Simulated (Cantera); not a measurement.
Charge: 1 mol Si3N4, 1.1 mol O2, 840 mol N2, at 0.00133 bar.

These are equilibrium values from Cantera (NASA tables, ideal gas, pure condensed phases), not measurements of a reactor. Candidate condensed phases: Si, SiO2, Si2N2O, Si3N4; 16 gas species. Mutual solubility and eutectic melting of coexisting phases are not modelled. The tables' values for SiN are old estimates; treat these amounts as uncertain. The tables hold silica as quartz up to 1696 K and as liquid above; real silica turns to tridymite and cristobalite and melts near 1996 K. Rates play no part.

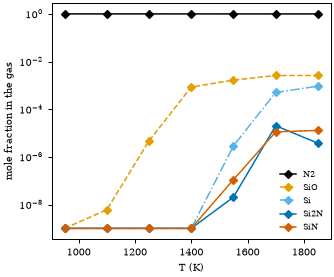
Figure. Equilibrium gas composition (values under 1e-9 drawn at 1e-9)

From 950 K to 1400 K the condensed part is SiO2(β-quartz) + Si2N2O(s). At 1550 K the condensed part is Si2N2O(s). At 1700 K the condensed part is Si(l). At 1850 K nothing is condensed.
